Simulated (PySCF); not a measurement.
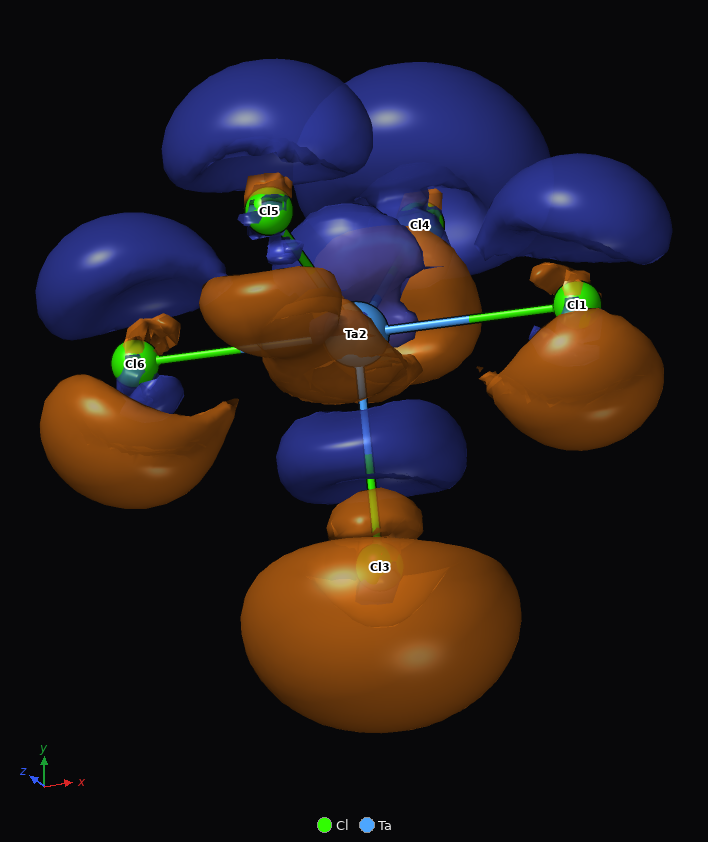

Figure 1: Cl₅Ta, SMILES `Cl[Ta](Cl)(Cl)(Cl)Cl`. Change of the electron density in a uniform field of 0.41 V/Å, surfaces at ±0.003 e/Å³ (orange: gain, blue: loss).

Method: PBE0/def2-SVPD; geometry: GFN2-xTB; program: PySCF. Core potentials replace the inner electrons of Ta; spin–orbit coupling isn't included. This is a single-reference result, which may miss multireference character in this system. No frequency check shows the geometry to be a minimum. GFN2-xTB bond lengths at metals and heavier atoms can be off by up to 0.1 Å and shapes distorted, which carries into these values.

### Along which Cartesian direction does the field point?

Along +y: electrons gather on the −y side, against the field.

### How large is the response?

The induced dipole is 2.20 D (along the field); α along this axis, from the fields in both directions, is 109 bohr³ (16.1 Å³).

### Which atoms gain and lose the most charge?

Electrons gather most on Cl3 (Hirshfeld charge changes by −0.059 e) and leave Cl4 most (+0.044 e); 0.161 electrons are displaced in all.
